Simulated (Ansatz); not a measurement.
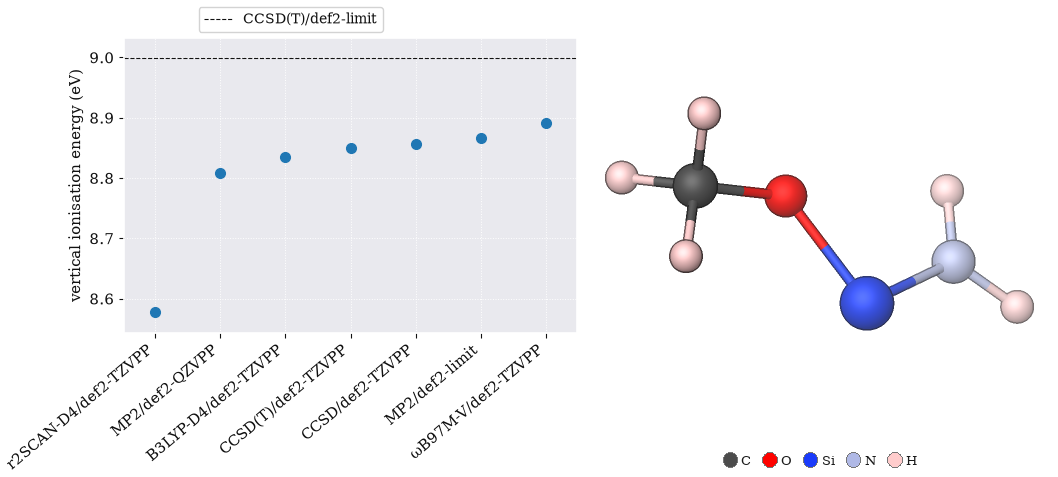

Vertical ionisation energy of CH₅NOSi, SMILES CO[Si]N, taken as the energy of the cation less that of the neutral at fixed geometry (unrestricted doublet cation, cores frozen in correlated methods, no spin-orbit coupling), the Ansatz code, at a PBE0-D4/def2-TZVP geometry (a minimum by its frequencies). Limit means an estimate of the basis limit from triple and quadruple zeta; for coupled cluster it is either extrapolated directly or built as the MP2 limit plus the step from MP2 in triple zeta. The distance of MP2/def2-QZVPP, CCSD(T)/def2-TZVPP and CCSD/def2-TZVPP to the limit includes basis error.

Q: Which level comes closest to the line (CCSD(T)/def2-limit), and which misses most?

A: Closest ωB97M-V/def2-TZVPP (8.89 eV), against 9.00 eV; farthest r2SCAN-D4/def2-TZVPP (8.58 eV).

Q: Give the values.

A:
```
               level    eV  less CCSD(T)/def2-limit
r2SCAN-D4/def2-TZVPP  8.58                    −0.42
      MP2/def2-QZVPP  8.81                    −0.19
 B3LYP-D4/def2-TZVPP  8.84                    −0.16
  CCSD(T)/def2-TZVPP  8.85                    −0.15
     CCSD/def2-TZVPP  8.86                    −0.14
      MP2/def2-limit  8.87                    −0.13
  ωB97M-V/def2-TZVPP  8.89                    −0.11
  CCSD(T)/def2-limit  9.00                     0.00
```

Caveats, for all or some of the runs: one conformer of a flexible molecule.
